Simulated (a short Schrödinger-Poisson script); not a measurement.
Stack: gated Al0.33Ga0.67N/GaN polarisation-induced gas, at 77 K.

| layer | material | thickness (nm) | Na (cm⁻³) |
|---|---|---|---|
| 1 | Al0.33Ga0.67N | 10 | - |
| 2 | GaN | 6000 | 2e15 |

Constants are typed, rounded textbook-type inputs, not results; the design itself was drawn at random and stands for no fabricated device. Al0.33Ga0.67N: permittivity 9.3, conduction-band edge (eV) 0.462, gap (eV) 4.09, electron mass (mₑ) 0.24, Nv at 300 K (cm⁻³) 4.6e19. GaN: permittivity 9.5, conduction-band edge (eV) 0, gap (eV) 3.43, Nv at 300 K (cm⁻³) 4.6e19.

Channel valleys (confinement mass, in-plane density-of-states mass, number): Γ 0.2, 0.2, 1. At the gate the conduction-band edge of layer 1 lies 1.27 eV − eVg above the Fermi level of the channel; the field vanishes at the back. Sheet of polarisation charge: +1.6e13 e/cm² at 10 nm from the gate. The barrier under the gate holds no holes. Gaps are held at their typed values at every temperature. Mesh 0.08 nm at interfaces.

From a short Schrödinger-Poisson script (our own, NumPy): 1D Poisson equation in equilibrium, electrons quantum, Hartree (BenDaniel-Duke, 40 states a valley, the channel's in-plane mass for all, wave functions free to enter the barrier), parabolic valleys, classical holes, full ionisation, no traps, pinning or gate leakage.

Only gate voltages with over 1e8 electrons/cm² are shown.

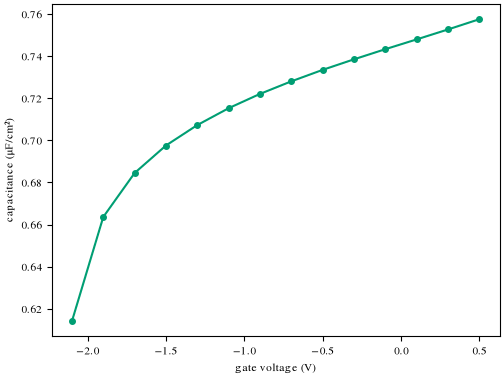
Figure: Quasi-static capacitance against gate voltage

```tsv
Vg (V)	electrons (cm⁻²)	in the channel layer	C (μF/cm²)	Γ E0 (meV)	Γ E1 (meV)
0.5	1.21e13	1.11e13	0.758	-132.2	-11.5
0.3	1.12e13	1.04e13	0.753	-122.9	-9.2
0.1	1.02e13	9.57e12	0.748	-113.4	-6.9
-0.1	9.30e12	8.76e12	0.743	-103.9	-4.5
-0.3	8.37e12	7.95e12	0.738	-94.4	-2.1
-0.5	7.45e12	7.12e12	0.733	-84.7	0.4
-0.7	6.54e12	6.29e12	0.728	-75.0	3.1
-0.9	5.64e12	5.45e12	0.722	-65.2	6.2
-1.1	4.74e12	4.61e12	0.715	-55.3	9.6
-1.3	3.85e12	3.76e12	0.707	-45.3	13.6
-1.5	2.97e12	2.92e12	0.698	-35.1	18.0
-1.7	2.11e12	2.08e12	0.684	-24.9	22.6
-1.9	1.27e12	1.26e12	0.664	-14.3	27.2
-2.1	4.65e11	4.63e11	0.614	-1.7	33.0
```

Subbands count from the Fermi level.
